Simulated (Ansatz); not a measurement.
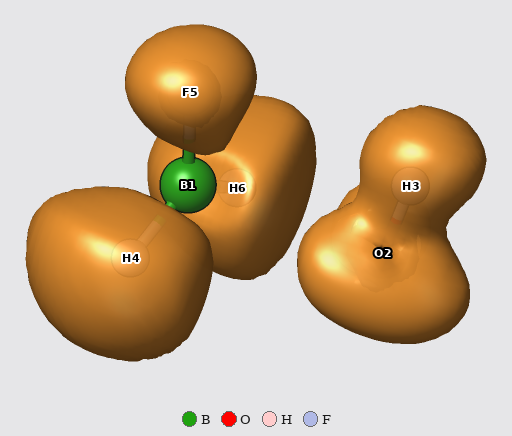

*BFH2···H2O. Isosurface of the electron localisation function at 0.75 (orange), seen at an oblique angle. Core shells and regions of very low density are left out.*

Not at a stationary point (largest force 0.9 eV/Å).

The calculation used Ansatz, RKS B3LYP/def2-SVP.

```csv
atom,x (Å),y (Å),z (Å)
B,0.0628,0.4057,-0.4199
O,0.0002,-0.0022,2.1481
H,-0.9328,-0.2529,2.2240
H,1.0579,-0.1813,-0.7561
F,-1.1164,-0.1252,-0.7083
H,0.0674,1.5036,0.0640
H,-0.0400,0.9332,1.8388
```

Question: Describe the localisation domains.

Answer: At this value the surface marks out two regions around hydrogen nuclei, one region on F in which the atom's valence shell and bonds are merged and one joined region spread over several atoms (H, O), in which their bonds and any lone pairs are merged.

Values along the shortest contacts:
B1···H7 (2.32 Å): the ELF dips to about 0.05 between them. B–F (1.32 Å): the ELF peaks at about 0.85 between the atoms; a shared but strongly polarised pair.
